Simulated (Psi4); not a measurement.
**One shape, several levels: CH3BFNO (SMILES NC1(F)BO1)**

We compute a comparison of 3 runs (HF/3-21G, HSE06/6-31G*, wB97X-V/6-31G*) of CH3BFNO. 

The results are computed with Psi4 1.11.

## Step 1: The system as given

CH3BFNO: 8 atoms, total charge 0, spin state singlet. As SMILES, `NC1(F)BO1`. One bond was lengthened or shortened from a relaxed shape.

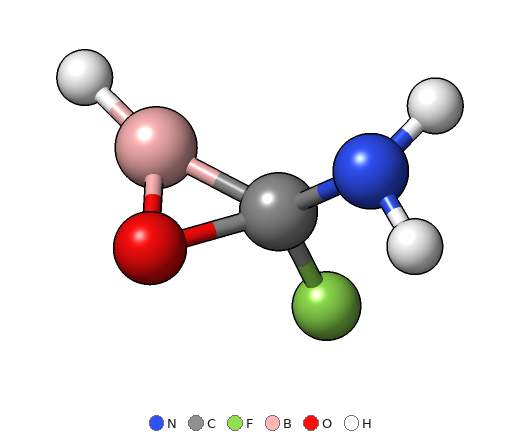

The structure, seen from a chosen angle (nitrogen blue, carbon grey, fluorine green, boron pink, oxygen red, hydrogen white).

## Step 2: Energy and forces at HF/3-21G (run 1)

Input file ch3bfno.inp:

```
memory 2200 mb

molecule m {
  0 1
  N     -0.503778     1.329872     0.255742
  C      0.054100    -0.061200    -0.289600
  F      0.122100    -0.132700    -1.658300
  B      0.337600    -1.307200     0.515100
  O      1.346900    -0.473000     0.255300
  H     -1.512278     1.351572     0.282542
  H     -0.148078     2.123072    -0.265058
  H      0.177200    -2.343100     1.061900
  symmetry c1
  no_reorient
  no_com
}

set reference rhf
set puream true
set e_convergence 1e-09
set d_convergence 1e-08
set scf_type pk

e_tot = gradient('hf/3-21G')
print_variables()
```

On the command line:

```bash
$ psi4 ch3bfno.inp ch3bfno.out -n 1
```

ch3bfno.out:

```text
[...]
  Running in c1 symmetry.
[...]
  Nuclear repulsion =  162.172174828222012
[...]
  Multiplicity = 1
[...]
  Nalpha       = 19
  Nbeta        = 19
[...]
    Number of basis functions: 51
[...]
   @RHF iter   1:  -291.28490783433216   -1.01963e+00   8.88756e-03 DIIS/ADIIS
[...]
   @RHF iter  13:  -291.38612983679758   -1.42109e-12   4.09130e-09 DIIS
[...]
  @RHF Final Energy:  -291.38612983679758
   => Energetics <=
    Nuclear Repulsion Energy =            162.1721748282220119
    One-Electron Energy =                -722.5256439018785386
    Two-Electron Energy =                 268.9673392368588907
    Total Energy =                       -291.3861298367975792
[...]
  -Total Gradient:
     Atom            X                  Y                   Z
    ------   -----------------  -----------------  -----------------
       1       -0.027989346497     0.067923479125     0.028076506947
       2        0.032467941445    -0.080185809574    -0.012733147827
       3        0.007152477395    -0.004993338342     0.000631011089
       4        0.023619405600     0.031821899051    -0.017631740517
       5       -0.029212935521    -0.022732533979    -0.001337129132
       6       -0.003059516658     0.006792648640     0.000564374095
       7       -0.003894828705     0.008294052552    -0.001108358004
       8        0.000916802941    -0.006920397475     0.003538483348
[...]
```

It took 4.5 s on 1 thread of AMD EPYC 7R43 (Zen 3), shared host; peak memory 0.17 GiB.

## Step 3: Energy and gradient at HSE06/6-31G(d) (spherical functions) (run 2)

Input file job.py:

```python
import psi4

psi4.set_memory('2200 MB')
psi4.set_num_threads(1)
psi4.core.set_output_file('ch3bfno.out', False)

m = psi4.geometry("""
0 1
N     -0.503778     1.329872     0.255742
C      0.054100    -0.061200    -0.289600
F      0.122100    -0.132700    -1.658300
B      0.337600    -1.307200     0.515100
O      1.346900    -0.473000     0.255300
H     -1.512278     1.351572     0.282542
H     -0.148078     2.123072    -0.265058
H      0.177200    -2.343100     1.061900
symmetry c1
""")

psi4.set_options({
    'basis': '6-31G*',
    'puream': True,
    'e_convergence': 1e-09,
    'd_convergence': 1e-08,
    'scf_type': 'pk',
    'dft_radial_points': 99,
    'dft_spherical_points': 590,
})

result = psi4.gradient('hse06', molecule=m)
print('gradient / Eh bohr^-1')
print(result.np.round(6))
for k, v in sorted(psi4.core.scalar_variables().items()):
    print(f'{k:45s} {v:18.10f}')
```

On the command line:

```bash
$ python job.py
```

ch3bfno.out:

```text
[...]
  Running in c1 symmetry.
[...]
  Nuclear repulsion =  162.172174828222012
[...]
  Multiplicity = 1
[...]
  Nalpha       = 19
  Nbeta        = 19
[...]
    Number of basis functions: 76
[...]
   @RKS iter   1:  -294.04129277586787   -3.82516e-01   9.16155e-03 ADIIS/DIIS
[...]
   @RKS iter  12:  -294.24406386201446    8.24230e-12   2.91957e-09 DIIS
[...]
  @RKS Final Energy:  -294.24406386201446
   => Energetics <=
    Nuclear Repulsion Energy =            162.1721748282220119
    One-Electron Energy =                -725.3694135558895368
    Two-Electron Energy =                 297.0442591469818581
    DFT Exchange-Correlation Energy =     -28.0910842813287296
    Empirical Dispersion Energy =           0.0000000000000000
    VV10 Nonlocal Energy =                  0.0000000000000000
    Total Energy =                       -294.2440638620144568
[...]
  -Total Gradient:
     Atom            X                  Y                   Z
    ------   -----------------  -----------------  -----------------
       1       -0.039610514168     0.071068892696     0.012921378607
       2        0.025134426158    -0.064682986141    -0.010350635115
       3        0.004282636163    -0.006390875490    -0.011208816898
       4        0.007240520257    -0.000273416855    -0.003543645495
       5        0.001704473442    -0.010986920234     0.000276531868
       6        0.002997626965     0.006099949715     0.005803851405
       7       -0.001726076575     0.003984197266     0.006506038784
       8       -0.000044013870     0.001174723264    -0.000427550317
[...]
```

On the terminal:

```text
gradient / Eh bohr^-1
[[-3.9611e-02  7.1069e-02  1.2921e-02]
 [ 2.5134e-02 -6.4683e-02 -1.0351e-02]
 [ 4.2830e-03 -6.3910e-03 -1.1209e-02]
 [ 7.2410e-03 -2.7300e-04 -3.5440e-03]
 [ 1.7040e-03 -1.0987e-02  2.7700e-04]
 [ 2.9980e-03  6.1000e-03  5.8040e-03]
 [-1.7260e-03  3.9840e-03  6.5060e-03]
 [-4.4000e-05  1.1750e-03 -4.2800e-04]]
CURRENT ENERGY                                   -294.2440638620
CURRENT REFERENCE ENERGY                         -294.2440638620
DD SOLVATION ENERGY                                 0.0000000000
DFT FUNCTIONAL TOTAL ENERGY                      -294.2440638620
DFT TOTAL ENERGY                                 -294.2440638620
DFT VV10 ENERGY                                     0.0000000000
DFT XC ENERGY                                     -28.0910842813
GRID ELECTRONS ALPHA                               18.9999999991
GRID ELECTRONS BETA                                18.9999999991
GRID ELECTRONS TOTAL                               37.9999999981
NUCLEAR REPULSION ENERGY                          162.1721748282
ONE-ELECTRON ENERGY                              -725.3694135559
PCM POLARIZATION ENERGY                             0.0000000000
PE ENERGY                                           0.0000000000
SCF ITERATION ENERGY                             -294.2440638620
SCF ITERATIONS                                     12.0000000000
SCF TOTAL ENERGY                                 -294.2440638620
TWO-ELECTRON ENERGY                               297.0442591470
XC GRID RADIAL POINTS                              99.0000000000
XC GRID SPHERICAL POINTS                          590.0000000000
XC GRID TOTAL POINTS                           442301.0000000000
```

It took 85 s on 1 thread of AMD EPYC 7R43 (Zen 3), shared host; peak memory 1.2 GiB.

## Step 4: A single-point energy at wB97X-V/6-31G(d) (spherical functions) (run 3)

Input file calc.py:

```python
import psi4

psi4.set_memory('2200 MB')
psi4.set_num_threads(1)
psi4.core.set_output_file('output.dat', False)

mol = psi4.geometry("""
0 1
N     -0.503778     1.329872     0.255742
C      0.054100    -0.061200    -0.289600
F      0.122100    -0.132700    -1.658300
B      0.337600    -1.307200     0.515100
O      1.346900    -0.473000     0.255300
H     -1.512278     1.351572     0.282542
H     -0.148078     2.123072    -0.265058
H      0.177200    -2.343100     1.061900
symmetry c1
no_reorient
no_com
""")

psi4.set_options({
    'puream': True,
    'e_convergence': 1e-09,
    'd_convergence': 1e-08,
    'scf_type': 'pk',
    'dft_radial_points': 99,
    'dft_spherical_points': 590,
})

result = psi4.energy('wb97x-v/6-31G*', molecule=mol)
print('E =', round(result, 9))
for k, v in sorted(psi4.core.scalar_variables().items()):
    print(f'{k:45s} {v:18.10f}')
```

On the command line:

```bash
$ python calc.py
```

output.dat:

```text
[...]
  Running in c1 symmetry.
[...]
  Nuclear repulsion =  162.172174828222012
[...]
  Multiplicity = 1
[...]
  Nalpha       = 19
  Nbeta        = 19
[...]
    Number of basis functions: 76
[...]
   @RKS iter   1:  -294.29035765911595   -7.53190e-01   8.01744e-03 ADIIS/DIIS
[...]
   @RKS iter  12:  -294.44325934927207   -1.48361e-11   8.85902e-09 DIIS
[...]
  @RKS Final Energy:  -294.44325934927207
   => Energetics <=
    Nuclear Repulsion Energy =            162.1721748282220119
    One-Electron Energy =                -725.2230747303117369
    Two-Electron Energy =                 294.1881409958750169
    DFT Exchange-Correlation Energy =     -25.7335162721740467
    Empirical Dispersion Energy =           0.0000000000000000
    VV10 Nonlocal Energy =                  0.1530158291166047
    Total Energy =                       -294.4432593492720684
[...]
 Multipole Moments:
 ------------------------------------------------------------------------------------
     Multipole            Electronic (a.u.)      Nuclear  (a.u.)        Total (a.u.)
 ------------------------------------------------------------------------------------
 L = 1.  Multiply by 2.5417464519 to convert [e a0] to [Debye]
 Dipole X            :        -17.4452861           16.7752840           -0.6700021
 Dipole Y            :          2.7327411           -2.7228157            0.0099254
 Dipole Z            :         17.3905429          -17.3379008            0.0526420
 Magnitude           :                                                    0.6721402
[...]
```

Standard output:

```text
E = -294.443259349
CURRENT ENERGY                                   -294.4432593493
CURRENT REFERENCE ENERGY                         -294.4432593493
DD SOLVATION ENERGY                                 0.0000000000
DFT FUNCTIONAL TOTAL ENERGY                      -294.4432593493
DFT TOTAL ENERGY                                 -294.4432593493
DFT VV10 ENERGY                                     0.1530158291
DFT XC ENERGY                                     -25.7335162722
GRID ELECTRONS ALPHA                               18.9999999995
GRID ELECTRONS BETA                                18.9999999995
GRID ELECTRONS TOTAL                               37.9999999989
NUCLEAR REPULSION ENERGY                          162.1721748282
ONE-ELECTRON ENERGY                              -725.2230747303
PCM POLARIZATION ENERGY                             0.0000000000
PE ENERGY                                           0.0000000000
SCF ITERATION ENERGY                             -294.4432593493
SCF ITERATIONS                                     12.0000000000
SCF TOTAL ENERGY                                 -294.4432593493
TWO-ELECTRON ENERGY                               294.1881409959
XC GRID RADIAL POINTS                              99.0000000000
XC GRID SPHERICAL POINTS                          590.0000000000
XC GRID TOTAL POINTS                           442301.0000000000
```

Wall time 3.3 min (1 thread of AMD EPYC 7R43 (Zen 3), shared host); peak memory 1.2 GiB.

## Step 5: The series

```csv
run,level,integration grid,task,energy (Eh),dipole moment (D),HOMO energy (eV),LUMO energy (eV),wall time
1,HF/3-21G,–,gradient,-291.386130,2.49,-11.51,3.26,4.5 s
2,HSE06/6-31G* (spherical functions),99 radial × 590 angular,gradient,-294.244064,1.67,-7.08,-0.82,85 s
3,wB97X-V/6-31G* (spherical functions),99 radial × 590 angular,energy,-294.443259,1.71,-10.03,2.00,3.3 min
```

## Step 6: What came out

| quantity | value |
| --- | --- |
| run 3: total energy | -294.44326 Eh |
| run 3: dipole moment | 1.71 D |
| run 3: HOMO energy | -10.03 eV |
| run 3: LUMO energy | 2.00 eV |
| run 3: HOMO–LUMO gap | 12.03 eV |

In words: The dipole moment (its size) runs from 1.67 D (HSE06/6-31G*) to 2.49 D (HF/3-21G). The two ends differ in method and basis. The HOMO–LUMO gap runs from 6.27 eV (HSE06/6-31G*) to 14.77 eV (HF/3-21G). Totals of different functionals can't be ranked against each other. All runs together took 4.8 min, the longest 3.3 min.
